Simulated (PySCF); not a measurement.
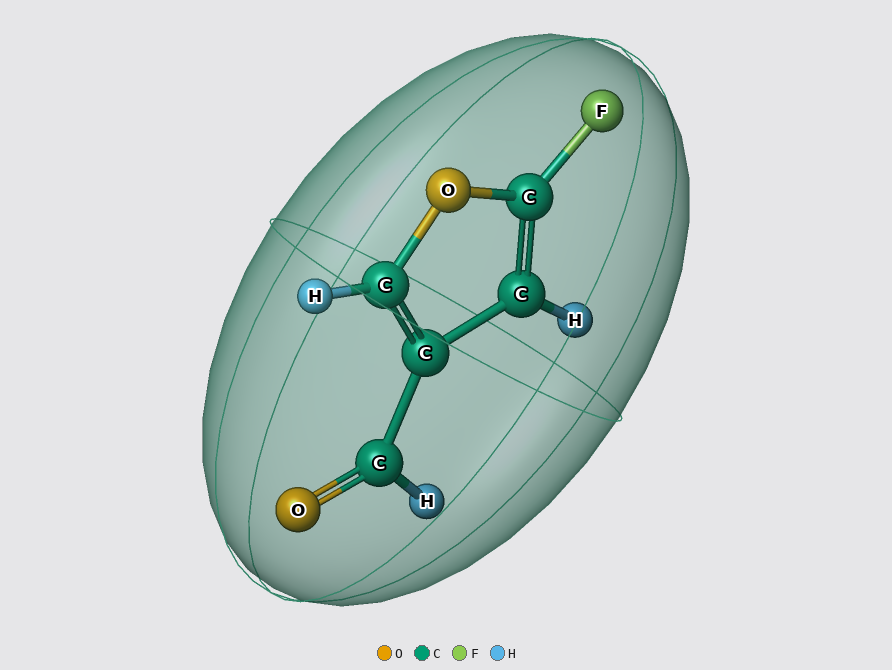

The ellipsoid shows the static dipole polarisability: its half-axes are proportional to the principal values. Computed geometry: GFN2-xTB optimisation. No frequency run is at hand to confirm it as a minimum. Level of theory: CAM-B3LYP/def2-SVPD (PySCF 2.14.0).

### How large and how anisotropic is the polarisability?

Principal values 38.4, 65.2, 83.0 bohr³; mean 62.2 bohr³ (9.22 Å³); anisotropy 38.9 bohr³, so the longest axis is 2.16 times the shortest.
